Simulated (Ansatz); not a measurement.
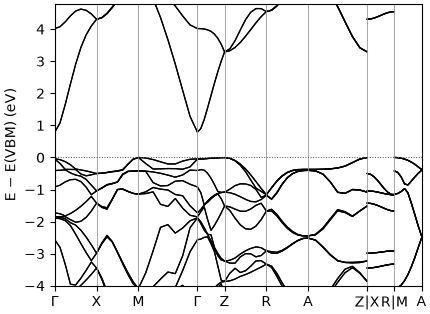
Band structure from DFT-PBE with spin–orbit coupling in the program Ansatz with PAW potentials

Read off the gap and where the band edges lie.

About 0.8 eV (0.79 eV by a search for the band edges); maximum at M, minimum at Γ.

The material is SnO₂ in space group P4_2/nmc (No. 137; Sn on 2a, O on 4d).

A made-up cell: these elements were put on the sites of a structure type; neither database checked (COD, Materials Project) lists it. It is not the phase usual at ambient conditions (space group No. 136). The cell was relaxed with PBE under the symmetry of its start; its stability against distortions is not shown here.

Potentials: the earlier of the program's two PAW sets.
